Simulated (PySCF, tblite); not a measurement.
# C₅H₁₁FSi: geometry, infrared bands and NMR shifts

What infrared bands and NMR shifts should C₅H₁₁FSi (`CC/C=C\C[SiH2]F`) show?

Programs: tblite 0.8.0 and PySCF 2.14.0, with density-fitted response routines of our own. Each step states its level of theory. These are calculated values for one molecule in the gas phase, unless marked as measured. Atoms count from 0, in the outputs and in this text.

## (1) Starting geometry

18 atoms, charge 0, multiplicity 1; geometry from: force field or distance geometry start.

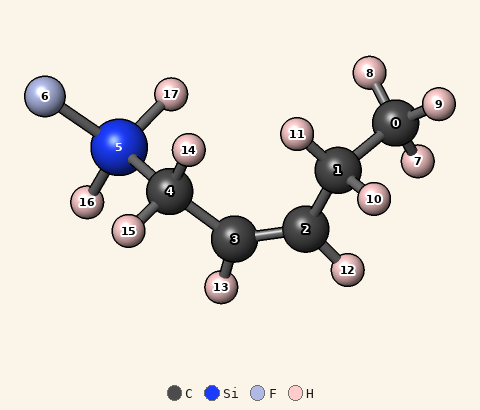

As it starts; carbon dark grey, silicon blue, fluorine light blue, hydrogen pink, atoms numbered.

## (2) Optimising the geometry with GFN2-xTB

Job settings and geometry (Å):

```
{"job": {"kind": "relax", "xc": "GFN2-xTB", "basis": "xTB"}, "charge": 0, "multiplicity": 1}
C     -2.408800    -0.079500     0.918500
C     -1.600100     0.694000    -0.135300
C     -0.851100    -0.270500    -0.961100
C      0.442000    -0.347000    -1.123600
C      1.466500     0.483200    -0.470500
Si     2.651000    -0.492800     0.573700
F      3.793400     0.575100     1.227400
H     -2.617500    -1.061900     0.470000
H     -1.853800    -0.221900     1.864700
H     -3.312400     0.532200     1.108000
H     -2.388900     1.170800    -0.772600
H     -1.004400     1.472300     0.327200
H     -1.481100    -0.991600    -1.521700
H      0.818200    -1.146700    -1.797900
H      0.971900     1.309400     0.075800
H      2.058500     0.956900    -1.305300
H      3.406700    -1.502900    -0.171100
H      1.901200    -1.072800     1.682100
```

Started as:

```
> OMP_NUM_THREADS=1 python probes_run.py task.json out
```

The driver reads the jobs from task.json and runs them one after another.

**Question.** This job is followed by: GFN2-xTB harmonic vibrations, gas phase; GIAO PBE0/pcSseg-1 NMR shielding, non-relativistic, gas phase. What will the session give for the following? strongest single infrared mode (GFN2-xTB); zero-point energy (GFN2-xTB); 13C shifts against TMS (PBE0/pcSseg-1); 1H shifts against TMS (PBE0/pcSseg-1, means over atoms taken as alike); 29Si shifts against TMS (PBE0/pcSseg-1); 19F shifts against CFCl3 (PBE0/pcSseg-1).

The runs gave:

| quantity | value |
| --- | --- |
| strongest single infrared mode (GFN2-xTB) | 2319 cm⁻¹, 399 km/mol |
| zero-point energy (GFN2-xTB) | 90.5 kcal/mol |
| 13C shifts against TMS (PBE0/pcSseg-1) | 142.7, 123.3, 25.3, 19.8, 18.3 ppm |
| 1H shifts against TMS (PBE0/pcSseg-1, means over atoms taken as alike) | 5.80, 5.46, 4.95, 2.27, 2.17, 1.03 ppm |
| 29Si shifts against TMS (PBE0/pcSseg-1) | -0.8 ppm |
| 19F shifts against CFCl3 (PBE0/pcSseg-1) | -214.8 ppm |

Relaxing lowered the energy by 0.401 eV in 117 steps; the close pair that moved most is Si5–F6, from 1.695 to 1.615 Å. All 48 modes are real, so the xTB geometry is a minimum. The strongest single mode, at 2319 cm⁻¹, moves mainly H16 and H17. GFN2-xTB is a fitted tight-binding method: band positions and strengths are rough. Its intensities can rank the bands wrongly. At PBE0/pcSseg-1: Shielding is most anisotropic at C2 (span 222 ppm, paramagnetic term -213 ppm).
